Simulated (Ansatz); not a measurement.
The starting structures come from a database of crystals and need not be the phases stable at ambient conditions.

 Where the default PAW files enter, the runs use the earlier of Ansatz's two default sets.

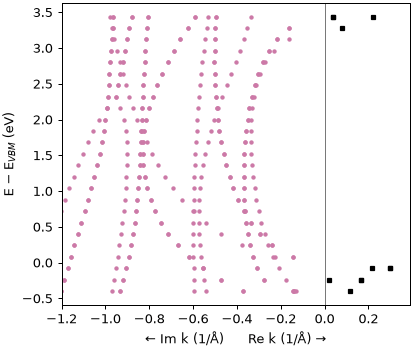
Fig. 1. Complex bands at the centre of the two-dimensional zone; PBEsol run with Ansatz (a quantum-chemistry and plane-wave program)

The gap is the functional's own, uncorrected, and κ follows it; spin-orbit coupling is left out. Mid-gap values are interpolated between the computed energies.

Question: This is Sr$_{3}$MgTa$_{2}$O$_{9}$ (P-3m1, not sure to be the ambient phase, 15 atoms a cell, 13.3 Å³ an atom, -7 GPa at this level) along the normal of (001). Read off the slowest decay at the centre of the two-dimensional zone at 1.68 eV, the computed energy nearest the middle of the gap.

Answer: κ ≈ 0.34 1/Å, a decay length 1/(2κ) of the density of 1.5 Å.
